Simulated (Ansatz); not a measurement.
# CH₆B₂: a spread of methods and bases

Aim: run CH₆B₂ under a spread of inputs, and see what each costs and gives.

The runs use Ansatz 0.2.0, Gaussian basis; the settings change from run to run.

1 further run of the same task is left out (it didn't finish).

## Step 1: The molecule

The geometry comes from an earlier relaxation with PBE0-D4 in a triple-zeta def2 set; it is a stationary point, not always the lowest conformer.

SMILES `BCB`, 9 atoms, charge 0, spin multiplicity 1.

Atoms are counted from 1 here; the program's logs count them from 0.

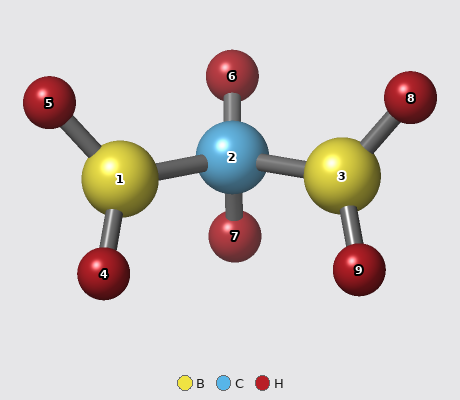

The structure; boron yellow, carbon blue, hydrogen red; atoms are numbered from 1 in the order of the file.

## Step 2: B97/def2-mTZVPP

This run has multiplicity 3, atoms shaken by 0.08 Å, high accuracy.

in.yaml reads:

```yaml
crystal:
  periodic: [false, false, false]
  atoms:
    - {symbol: B, position_ang: [-0.479225, 0.781163, -1.029541]}
    - {symbol: C, position_ang: [0.720134, -0.036123, -0.146678]}
    - {symbol: B, position_ang: [-0.039792, -0.513446, 1.231322]}
    - {symbol: H, position_ang: [-1.383190, -0.106654, -1.324008]}
    - {symbol: H, position_ang: [-0.256857, 1.671985, -1.328962]}
    - {symbol: H, position_ang: [1.485857, 0.569910, 0.016823]}
    - {symbol: H, position_ang: [0.830795, -0.899027, -0.653902]}
    - {symbol: H, position_ang: [0.232731, -0.028082, 2.475825]}
    - {symbol: H, position_ang: [-0.782238, -1.397385, 1.182399]}
basis:
  gaussian: {orbitals: def2-mTZVPP}
magnetization: {spin_polarized: true, initial_magnetization: 2}
hamiltonian: {xc: {name: B97}}
accuracy: high
```

Run with:

```bash
$ ansatz run in.yaml --threads 2 --pin off --events-out ev --progress --plain --max-ram 4352MiB
```

Output:

```text
Functional definition: B97
  name "B97"
  cite "Becke, J. Chem. Phys. 107, 8554 (1997) doi:10.1063/1.475007"
  parameter cx = 0.1943
  parameter cx0 = 0.8094
  parameter cx1 = 0.5073
  parameter cx2 = 0.7481
  parameter css0 = 0.1737
  parameter css1 = 2.3487
  parameter css2 = -2.4868
  parameter cos0 = 0.9454
  parameter cos1 = 0.7471
  parameter cos2 = -4.5961
  exchange = spin_sum(e_x_unif_s*poly(b97_u_x, cx0, cx1, cx2)) + cx*exact_x
  correlation = spin_sum(e_c_pw_same_spin*poly(b97_u_same, css0, css1, css2))
      + integral(e_c_pw_opposite_spin*poly(b97_u_opposite, cos0, cos1, cos2))
2004 factors; integrals over basis functions are off by at most 3.3e-9 eV
mean field evaluation 1: about -2470.2406 eV, gradient 3.9e1 eV
mean field evaluation 2: about -2447.4244 eV, gradient 6.8e1 eV
mean field evaluation 4: about -2477.3358 eV, gradient 1.7e1 eV
mean field evaluation 8: about -2479.9415 eV, gradient 1.0e0 eV
mean field evaluation 16: about -2480.1282 eV, gradient 2.9e-2 eV
mean field evaluation 32: about -2480.1282 eV, gradient 1.8e-6 eV
mean field -2480.12822611 eV, -91.1430312183 hartree, gradient 6.1e-8 eV, S^2 2.005249; 4 other end points of the search recorded, 0 dependent functions left out
reference -2480.12822974 eV, -91.1430313516 hartree; 12, 10 occupied and 75, 77 virtual orbitals, 2004 factors
Total energy: -2480.12822974 eV, -91.1430313516 hartree
```

Run time: 25 s. Hardware: 2 threads of Arm Neoverse V1, shared host; peak memory 0.66 GiB.

⟨S²⟩ 2.005.

## Step 3: SVWN5/6-31++G**

Options: charge +1, multiplicity 2, high accuracy.

in.yaml reads:

```yaml
crystal:
  periodic: [false, false, false]
  atoms:
    - {symbol: B, position_ang: [-0.460925, 0.613151, -1.033307]}
    - {symbol: C, position_ang: [0.627840, -0.011744, -0.123423]}
    - {symbol: B, position_ang: [-0.041435, -0.532687, 1.174864]}
    - {symbol: H, position_ang: [-1.361928, -0.065615, -1.434204]}
    - {symbol: H, position_ang: [-0.430355, 1.770806, -1.335891]}
    - {symbol: H, position_ang: [1.510709, 0.606244, 0.030521]}
    - {symbol: H, position_ang: [0.871653, -0.950834, -0.654106]}
    - {symbol: H, position_ang: [0.258467, -0.096402, 2.248322]}
    - {symbol: H, position_ang: [-0.885523, -1.379218, 1.110123]}
basis:
  gaussian: {orbitals: "6-31++G**"}
total_charge: 1
magnetization: {spin_polarized: true, initial_magnetization: 1}
hamiltonian: {xc: {name: SVWN5}}
accuracy: high
output: {forces: true}
```

The command is unchanged.

Output (excerpt; [...] marks lines left out):

```text
Functional definition: SVWN5
  name "SVWN5"
  cite "Dirac, Proc. Camb. Phil. Soc. 26, 376 (1930) doi:10.1017/S0305004100016108"
  cite "Slater, Phys. Rev. 81, 385 (1951) doi:10.1103/PhysRev.81.385"
  cite "Vosko, Wilk & Nusair, Can. J. Phys. 58, 1200 (1980) doi:10.1139/p80-159"
[...]
2052 factors; integrals over basis functions are off by at most 3.4e-9 eV
[...]
mean field -2448.44599790 eV, -89.9787308065 hartree, gradient 6.7e-8 eV, S^2 0.751013; 5 other end points of the search recorded, 0 dependent functions left out
[...]
reference -2448.44600753 eV, -89.9787311605 hartree; 11, 10 occupied and 82, 83 virtual orbitals, 2052 factors
Total energy: -2448.44600753 eV, -89.9787311605 hartree
Atom 0 at    -0.460925     0.613151    -1.033307 Å, force     2.170907    -0.274606     1.281634 eV/Å
Atom 1 at     0.627840    -0.011744    -0.123423 Å, force    -3.653795    -0.809349     0.299998 eV/Å
Atom 2 at    -0.041435    -0.532687     1.174864 Å, force     1.612935     1.150193    -1.583753 eV/Å
Atom 3 at    -1.361928    -0.065615    -1.434204 Å, force    -0.670316    -0.200669    -0.601328 eV/Å
Atom 4 at    -0.430355     1.770806    -1.335891 Å, force    -0.437481     0.703721    -0.418446 eV/Å
Atom 5 at     1.510709     0.606244     0.030521 Å, force     1.128256     0.680122     0.122552 eV/Å
Atom 6 at     0.871653    -0.950834    -0.654106 Å, force     0.510472    -0.582602    -0.385857 eV/Å
Atom 7 at     0.258467    -0.096402     2.248322 Å, force    -0.170861     0.020841     0.915918 eV/Å
Atom 8 at    -0.885523    -1.379218     1.110123 Å, force    -0.490117    -0.687651     0.369281 eV/Å
Dipole moment:    -0.020797    -0.040014    -0.014645 e Å
```

It took 6 s on 2 threads of Arm Neoverse V1, shared host.

Largest force 3.754 eV/Å, ⟨S²⟩ 0.751.

## Step 4: r2SCAN0/6-31G*

Set apart from the defaults: atoms shaken by 0.03 Å.

in.yaml reads:

```yaml
crystal:
  periodic: [false, false, false]
  atoms:
    - {symbol: B, position_ang: [-0.488774, 0.647540, -1.084245]}
    - {symbol: C, position_ang: [0.601538, -0.020282, -0.150816]}
    - {symbol: B, position_ang: [-0.056737, -0.552078, 1.229856]}
    - {symbol: H, position_ang: [-1.363727, -0.053317, -1.464610]}
    - {symbol: H, position_ang: [-0.423057, 1.752334, -1.378304]}
    - {symbol: H, position_ang: [1.503301, 0.612728, 0.010521]}
    - {symbol: H, position_ang: [0.859926, -0.970929, -0.655783]}
    - {symbol: H, position_ang: [0.238056, -0.041955, 2.271501]}
    - {symbol: H, position_ang: [-0.857977, -1.324881, 1.121020]}
basis:
  gaussian: {orbitals: "6-31G*"}
hamiltonian: {xc: {name: r2SCAN0}}
```

Same command.

Output (excerpt; [...] marks lines left out):

```text
Functional definition: r2SCAN0
  name "r2SCAN0"
  cite "Bursch, Neugebauer, Ehlert & Grimme, J. Chem. Phys. 156, 134105 (2022) doi:10.1063/5.0086040"
  cite "Furness, Kaplan, Ning, Perdew & Sun, J. Phys. Chem. Lett. 11, 8208 (2020) doi:10.1021/acs.jpclett.0c02405"
  cite "Furness, Kaplan, Ning, Perdew & Sun, J. Phys. Chem. Lett. 11, 9248 (2020) doi:10.1021/acs.jpclett.0c03077"
  parent r2scan
[...]
750 factors; their error is unknown
[...]
mean field -2484.01192045 eV, -91.2857543529 hartree, gradient 4.6e-5 eV, S^2 0.000000; 0 other end points of the search recorded, 0 dependent functions left out
reference -2484.01192564 eV, -91.2857545434 hartree; 11, 11 occupied and 46, 46 virtual orbitals, 750 factors
Total energy: -2484.01192564 eV, -91.2857545434 hartree
```

It took 1.2 s on 2 threads of Arm Neoverse V1, shared host.

## Step 5: RPBE/cc-pVDZ

Set apart from the defaults: coordinates scaled by 1.12, D3(BJ) dispersion.

in.yaml reads:

```yaml
crystal:
  periodic: [false, false, false]
  atoms:
    - {symbol: B, position_ang: [-0.516236, 0.686729, -1.157303]}
    - {symbol: C, position_ang: [0.703181, -0.013153, -0.138233]}
    - {symbol: B, position_ang: [-0.046408, -0.596610, 1.315848]}
    - {symbol: H, position_ang: [-1.525360, -0.073489, -1.606309]}
    - {symbol: H, position_ang: [-0.481998, 1.983302, -1.496198]}
    - {symbol: H, position_ang: [1.691994, 0.678993, 0.034184]}
    - {symbol: H, position_ang: [0.976251, -1.064934, -0.732598]}
    - {symbol: H, position_ang: [0.289483, -0.107970, 2.518121]}
    - {symbol: H, position_ang: [-0.991786, -1.544725, 1.243337]}
basis:
  gaussian: {orbitals: cc-pVDZ}
hamiltonian: {xc: {name: RPBE}, dispersion: d3bj}
output: {forces: true}
```

Same command.

Output (excerpt; [...] marks lines left out):

```text
Functional definition: RPBE
  name "RPBE"
  cite "Hammer, Hansen & Nørskov, Phys. Rev. B 59, 7413 (1999) doi:10.1103/PhysRevB.59.7413"
  cite "Perdew, Burke & Ernzerhof, Phys. Rev. Lett. 77, 3865 (1996) doi:10.1103/PhysRevLett.77.3865"
[...]
836 factors; their error is unknown
[...]
mean field -2485.12512457 eV, -91.3266638496 hartree, gradient 1.3e-5 eV, S^2 0.000000; 0 other end points of the search recorded, 0 dependent functions left out
[...]
reference -2485.12515946 eV, -91.3266651320 hartree; 11, 11 occupied and 61, 61 virtual orbitals, 836 factors
Total energy: -2485.76754951 eV, -91.3502725306 hartree
Atom 0 at    -0.516236     0.686729    -1.157303 Å, force     0.563518    -0.333524     0.543012 eV/Å
Atom 1 at     0.703181    -0.013153    -0.138233 Å, force    -0.492745    -0.528237    -0.171909 eV/Å
Atom 2 at    -0.046408    -0.596610     1.315848 Å, force     0.322296     0.321157    -0.714854 eV/Å
Atom 3 at    -1.525360    -0.073489    -1.606309 Å, force     1.421761     0.987670     0.661647 eV/Å
Atom 4 at    -0.481998     1.983302    -1.496198 Å, force     0.010796    -1.768042     0.497786 eV/Å
Atom 5 at     1.691994     0.678993     0.034184 Å, force    -2.214312    -1.538235    -0.380138 eV/Å
Atom 6 at     0.976251    -1.064934    -0.732598 Å, force    -0.508506     2.179448     1.218973 eV/Å
Atom 7 at     0.289483    -0.107970     2.518121 Å, force    -0.413898    -0.629644    -1.674686 eV/Å
Atom 8 at    -0.991786    -1.544725     1.243337 Å, force     1.311090     1.309407     0.020169 eV/Å
Dipole moment:     0.130194    -0.041752    -0.045382 e Å
```

Wall time 0.8 s (2 threads of Arm Neoverse V1, shared host).

Largest force 2.723 eV/Å, dipole 0.69 D.

## Step 6: PBE-QIDH/def2-TZVP

Options: unrestricted orbitals, atoms shaken by 0.15 Å, a point charge of -1.00 e beside it.

in.yaml reads:

```yaml
crystal:
  periodic: [false, false, false]
  atoms:
    - {symbol: B, position_ang: [-0.204120, 0.735273, -1.172942]}
    - {symbol: C, position_ang: [0.548325, 0.024497, -0.222491]}
    - {symbol: B, position_ang: [-0.208351, -0.503790, 1.252244]}
    - {symbol: H, position_ang: [-1.233959, -0.195262, -1.537172]}
    - {symbol: H, position_ang: [-0.559323, 1.749016, -1.354453]}
    - {symbol: H, position_ang: [1.484656, 0.308716, 0.075867]}
    - {symbol: H, position_ang: [0.835148, -0.672021, -0.625355]}
    - {symbol: H, position_ang: [0.409463, -0.006513, 2.079891]}
    - {symbol: H, position_ang: [-0.858894, -1.439402, 1.227379]}
basis:
  gaussian: {orbitals: def2-TZVP, point_charges: [{charge: -1.00, position_ang: [6.355, -0.211, -0.484]}]}
magnetization: {spin_polarized: true, initial_magnetization: 0}
hamiltonian: {xc: {name: PBE-QIDH}}
output: {forces: true}
```

The command is unchanged.

Output (excerpt; [...] marks lines left out):

```text
Functional definition: PBE-QIDH
  name "PBE-QIDH"
  cite "Brémond, Sancho-García, Pérez-Jiménez & Adamo, J. Chem. Phys. 141, 031101 (2014) doi:10.1063/1.4890314"
  cite "Perdew, Burke & Ernzerhof, Phys. Rev. Lett. 77, 3865 (1996) doi:10.1103/PhysRevLett.77.3865"
[...]
882 factors; integrals over basis functions are off by at most 1.0e-3 eV
[...]
mean field -2475.38094738 eV, -90.9685719427 hartree, gradient 7.3e-6 eV, S^2 0.000000; 0 other end points of the search recorded, 0 dependent functions left out
3 core orbitals not correlated: weight in the atoms' cores, before any rotation towards them, 1.000 or more for the frozen orbitals, at most 0.000 for the correlated occupied ones
reference -2475.38096125 eV, -90.9685724525 hartree; 8, 8 occupied and 118, 118 virtual orbitals, 882 factors
second order -11.27504383 eV of doubles, -0.00000000 eV of singles
[...]
Total energy: -2479.13930920 eV, -91.1066891920 hartree
Atom 0 at    -0.204120     0.735273    -1.172942 Å, force    -5.720318    -3.157871    -1.427776 eV/Å
Atom 1 at     0.548325     0.024497    -0.222491 Å, force    -3.581539     9.685765    10.731085 eV/Å
Atom 2 at    -0.208351    -0.503790     1.252244 Å, force     2.640003     0.985736    -3.725498 eV/Å
Atom 3 at    -1.233959    -0.195262    -1.537172 Å, force     1.883047     1.862178    -0.164617 eV/Å
Atom 4 at    -0.559323     1.749016    -1.354453 Å, force    -0.064182     3.273422    -0.867960 eV/Å
Atom 5 at     1.484656     0.308716     0.075867 Å, force     2.257729     2.329443     1.404356 eV/Å
Atom 6 at     0.835148    -0.672021    -0.625355 Å, force     4.054319   -14.660070    -7.681240 eV/Å
Atom 7 at     0.409463    -0.006513     2.079891 Å, force    -0.235772     0.405276     1.450647 eV/Å
Atom 8 at    -0.858894    -1.439402     1.227379 Å, force    -1.193226    -0.720008     0.275166 eV/Å
Dipole moment:     0.351647    -0.040523     0.219478 e Å
```

Run time: 9 s. Hardware: 2 threads of Arm Neoverse V1, shared host; peak memory 0.46 GiB.

Largest force 17.040 eV/Å, dipole 2.00 D, ⟨S²⟩ 0.000.

## Step 7: B2PLYP/def2-TZVPD

This run has charge +1, multiplicity 2.

in.yaml reads:

```yaml
crystal:
  periodic: [false, false, false]
  atoms:
    - {symbol: B, position_ang: [-0.460925, 0.613151, -1.033307]}
    - {symbol: C, position_ang: [0.627840, -0.011744, -0.123423]}
    - {symbol: B, position_ang: [-0.041435, -0.532687, 1.174864]}
    - {symbol: H, position_ang: [-1.361928, -0.065615, -1.434204]}
    - {symbol: H, position_ang: [-0.430355, 1.770806, -1.335891]}
    - {symbol: H, position_ang: [1.510709, 0.606244, 0.030521]}
    - {symbol: H, position_ang: [0.871653, -0.950834, -0.654106]}
    - {symbol: H, position_ang: [0.258467, -0.096402, 2.248322]}
    - {symbol: H, position_ang: [-0.885523, -1.379218, 1.110123]}
basis:
  gaussian: {orbitals: def2-TZVPD}
total_charge: 1
magnetization: {spin_polarized: true, initial_magnetization: 1}
hamiltonian: {xc: {name: B2PLYP}}
```

Same command.

Output (excerpt; [...] marks lines left out):

```text
Functional definition: B2PLYP
  name "B2PLYP"
  cite "Grimme, J. Chem. Phys. 124, 034108 (2006) doi:10.1063/1.2148954"
  cite "Becke, Phys. Rev. A 38, 3098 (1988) doi:10.1103/PhysRevA.38.3098"
  cite "Lee, Yang & Parr, Phys. Rev. B 37, 785 (1988) doi:10.1103/PhysRevB.37.785"
[...]
1147 factors; integrals over basis functions are off by at most 9.5e-4 eV
[...]
mean field -2469.72873625 eV, -90.7608570148 hartree, gradient 1.9e-6 eV, S^2 0.764838; 6 other end points of the search recorded, 0 dependent functions left out
3 core orbitals not correlated: weight in the atoms' cores, before any rotation towards them, 1.000 or more for the frozen orbitals, at most 0.000 for the correlated occupied ones
reference -2469.72889209 eV, -90.7608627419 hartree; 8, 7 occupied and 154, 155 virtual orbitals, 1147 factors
second order -11.31341767 eV of doubles, -0.00000000 eV of singles
Total energy: -2472.78351486 eV, -90.8731180582 hartree
```

Wall time 13 s (2 threads of Arm Neoverse V1, shared host); peak memory 0.4 GiB.

⟨S²⟩ 0.765.

## Step 8: wB97X-V/def2-TZVPD

Options: charge +1, multiplicity 2, finite nuclei, relativity set to none, the search for lower states set to light.

in.yaml: that of step 7 with these lines changed.

```diff
@@ -13,5 +13,6 @@
 basis:
-  gaussian: {orbitals: def2-TZVPD}
+  gaussian: {orbitals: def2-TZVPD, nuclear_model: gaussian}
 total_charge: 1
 magnetization: {spin_polarized: true, initial_magnetization: 1}
-hamiltonian: {xc: {name: B2PLYP}}
+hamiltonian: {xc: {name: wB97X-V}, pseudopotentials: {relativity: none}}
+scf: {lower_state_search: light}
```

The command is unchanged.

Output (excerpt; [...] marks lines left out):

```text
Functional definition: wB97X-V
  name "wB97X-V"
  cite "Mardirossian & Head-Gordon, Phys. Chem. Chem. Phys. 16, 9904 (2014) doi:10.1039/C3CP54374A"
  cite "Becke, J. Chem. Phys. 107, 8554 (1997) doi:10.1063/1.475007"
  cite "Vydrov & Van Voorhis, J. Chem. Phys. 133, 244103 (2010) doi:10.1063/1.3521275"
[...]
      + integral(e_c_pw_opposite_spin*poly(b97_u_opposite, cos0, cos1)) + vv10(b, c)
810 factors; their error is unknown
385 factors; integrals over basis functions are off by at most 6.6e-6 eV
[...]
mean field -2474.86715439 eV, -90.9496903987 hartree, gradient 8.1e-6 eV, S^2 0.759862; 6 other end points of the search recorded, 0 dependent functions left out
reference -2474.86715240 eV, -90.9496903255 hartree; 11, 10 occupied and 154, 155 virtual orbitals, 810 factors
Total energy: -2474.86715240 eV, -90.9496903255 hartree
```

Wall time 35 s (2 threads of Arm Neoverse V1, shared host); peak memory 0.6 GiB.

⟨S²⟩ 0.760.

## Step 9: HSE06/6-31++G**

This run has multiplicity 3, finite nuclei, D4 dispersion.

in.yaml: that of step 8 with these lines changed.

```diff
@@ -13,6 +13,4 @@
 basis:
-  gaussian: {orbitals: def2-TZVPD, nuclear_model: gaussian}
-total_charge: 1
-magnetization: {spin_polarized: true, initial_magnetization: 1}
-hamiltonian: {xc: {name: wB97X-V}, pseudopotentials: {relativity: none}}
-scf: {lower_state_search: light}
+  gaussian: {orbitals: "6-31++G**", nuclear_model: gaussian}
+magnetization: {spin_polarized: true, initial_magnetization: 2}
+hamiltonian: {xc: {name: HSE06}, dispersion: d4}
```

Launched as before.

Output (excerpt; [...] marks lines left out):

```text
Functional definition: HSE06
  name "HSE06"
  cite "Heyd, Scuseria & Ernzerhof, J. Chem. Phys. 118, 8207 (2003) doi:10.1063/1.1564060"
  cite "Krukau, Vydrov, Izmaylov & Scuseria, J. Chem. Phys. 125, 224106 (2006) doi:10.1063/1.2404663"
  cite "Heyd & Scuseria, J. Chem. Phys. 120, 7274 (2004) doi:10.1063/1.1668634"
  cite "Ernzerhof & Perdew, J. Chem. Phys. 109, 3313 (1998) doi:10.1063/1.476928"
  cite "Perdew, Burke & Ernzerhof, Phys. Rev. Lett. 77, 3865 (1996) doi:10.1103/PhysRevLett.77.3865"
  parent pbe
[...]
  # The whole range is PBE's own exchange, as in plane waves. The composition of these papers is wPBEh.
[...]
931 factors; their error is unknown
120 factors; integrals over basis functions are off by at most 1.1e-6 eV
[...]
mean field -2477.74305355 eV, -91.0553777433 hartree, gradient 6.8e-6 eV, S^2 2.005304; 8 other end points of the search recorded, 0 dependent functions left out
reference -2477.74315085 eV, -91.0553813190 hartree; 12, 10 occupied and 81, 83 virtual orbitals, 931 factors
Total energy: -2477.82958814 eV, -91.0585578311 hartree
```

It took 8 s on 2 threads of Arm Neoverse V1, shared host.

⟨S²⟩ 2.005.

## Step 10: revPBE/6-31++G**

in.yaml: that of step 9 with these lines changed.

```diff
@@ -13,4 +13,4 @@
 basis:
-  gaussian: {orbitals: "6-31++G**", nuclear_model: gaussian}
-magnetization: {spin_polarized: true, initial_magnetization: 2}
-hamiltonian: {xc: {name: HSE06}, dispersion: d4}
+  gaussian: {orbitals: "6-31++G**"}
+hamiltonian: {xc: {name: revPBE}}
+output: {forces: true}
```

The command is unchanged.

Output (excerpt; [...] marks lines left out):

```text
Functional definition: revPBE
  name "revPBE"
  cite "Zhang & Yang, Phys. Rev. Lett. 80, 890 (1998) doi:10.1103/PhysRevLett.80.890"
  cite "Perdew, Burke & Ernzerhof, Phys. Rev. Lett. 77, 3865 (1996) doi:10.1103/PhysRevLett.77.3865"
[...]
920 factors; their error is unknown
[...]
mean field -2485.60554494 eV, -91.3443189726 hartree, gradient 3.8e-5 eV, S^2 0.000000; 0 other end points of the search recorded, 0 dependent functions left out
[...]
reference -2485.60566396 eV, -91.3443233463 hartree; 11, 11 occupied and 82, 82 virtual orbitals, 920 factors
Total energy: -2485.60566396 eV, -91.3443233463 hartree
Atom 0 at    -0.460925     0.613151    -1.033307 Å, force    -0.154801     0.055696    -0.137037 eV/Å
Atom 1 at     0.627840    -0.011744    -0.123423 Å, force     0.189639     0.044465    -0.012486 eV/Å
Atom 2 at    -0.041435    -0.532687     1.174864 Å, force    -0.099962    -0.097534     0.161334 eV/Å
Atom 3 at    -1.361928    -0.065615    -1.434204 Å, force    -0.189782    -0.123585    -0.098213 eV/Å
Atom 4 at    -0.430355     1.770806    -1.335891 Å, force     0.002626     0.247346    -0.052675 eV/Å
Atom 5 at     1.510709     0.606244     0.030521 Å, force     0.314996     0.210370     0.049755 eV/Å
Atom 6 at     0.871653    -0.950834    -0.654106 Å, force     0.049839    -0.259717    -0.144204 eV/Å
Atom 7 at     0.258467    -0.096402     2.248322 Å, force     0.056740     0.102279     0.224379 eV/Å
Atom 8 at    -0.885523    -1.379218     1.110123 Å, force    -0.169294    -0.179321     0.009146 eV/Å
Dipole moment:     0.164301    -0.051615    -0.056667 e Å
```

Run time: 1.1 s. Hardware: 2 threads of Arm Neoverse V1, shared host.

Largest force 0.382 eV/Å, dipole 0.87 D.

## Step 11: All runs side by side

| level | charge | multiplicity | geometry | functions | energy (eV) | time |
| --- | --- | --- | --- | --- | --- | --- |
| B97/def2-mTZVPP | 0 | 3 | shaken | 87 | -2480.128 | 25 s |
| SVWN5/6-31++G** | 1 | 2 | relaxed | 93 | -2448.446 | 6 s |
| r2SCAN0/6-31G* | 0 | 1 | shaken | 57 | -2484.012 | 1.2 s |
| RPBE/cc-pVDZ | 0 | 1 | scaled | 72 | -2485.768 | 0.8 s |
| PBE-QIDH/def2-TZVP | 0 | 1 | shaken, point charge | 129 | -2479.139 | 9 s |
| B2PLYP/def2-TZVPD | 1 | 2 | relaxed | 165 | -2472.784 | 13 s |
| wB97X-V/def2-TZVPD | 1 | 2 | relaxed | 165 | -2474.867 | 35 s |
| HSE06/6-31++G** | 0 | 3 | relaxed | 93 | -2477.830 | 8 s |
| revPBE/6-31++G** | 0 | 1 | relaxed | 93 | -2485.606 | 1.1 s |

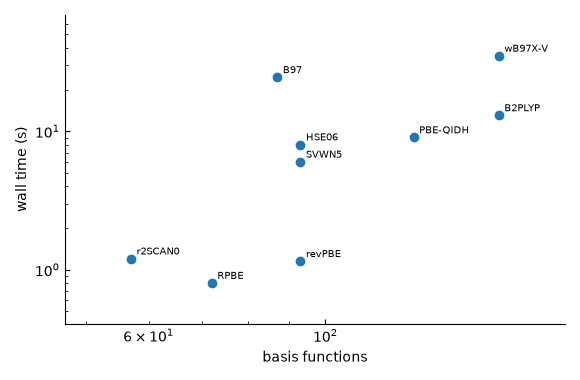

Wall time against the number of basis functions (shared host).

## Step 12: What came out

| quantity | value |
| --- | --- |
| runs | 9 |
| quickest | RPBE/cc-pVDZ, 0.8 s |
| slowest | wB97X-V/def2-TZVPD, 35 s |

What this shows: The runs differ in state or geometry as well as level, so their energies can't be set against each other. wB97X-V/def2-TZVPD took 44 times as long as RPBE/cc-pVDZ. The jobs differ in tasks and options as well as level. At the PBE0-D4/def2-TZVP geometry and in the same state, runs without warnings or point charges leave forces up to 0.38 eV/Å (revPBE/6-31++G**), against 2.7 eV/Å where the atoms were moved.
